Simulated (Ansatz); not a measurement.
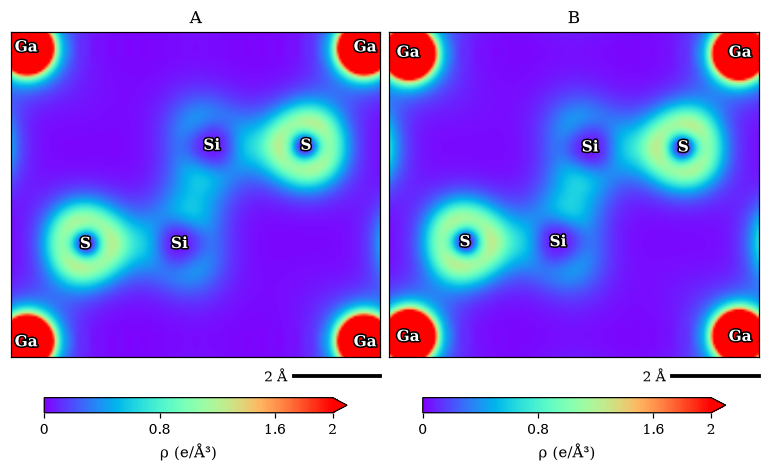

GaSi$_{2}$S$_{2}$. The valence charge density (pseudo) of two cells that differ in size and shape, on the (110) plane of each (indices in the axes of the calculation cell), at one length scale and on one colour scale; one has 19.0 and the other 20.9 Å³ an atom.

Space group P-3m1; a generated structure, not necessarily the stable one; computed without spin polarisation.

All numbers below come from DFT PBE, scalar-relativistic, plane waves, PAW in Ansatz 0.2.0.

The density is the valence pseudo-density of a PAW calculation; it isn't the true density close to the nuclei.

Which panel shows the smaller cell, and what does the compression change?

Answer. Panel B is the smaller cell, by 9 % in volume. From the larger cell to the smaller, Ga–S goes from 2.65 to 2.55 Å, and the density at its midpoint from 0.32 to 0.38 e/Å³; Si–Si goes from 2.39 to 2.31 Å, and the density at its midpoint from 0.56 to 0.62 e/Å³; Si–S goes from 2.17 to 2.15 Å; the pressure goes from 0.0 to 6 GPa.
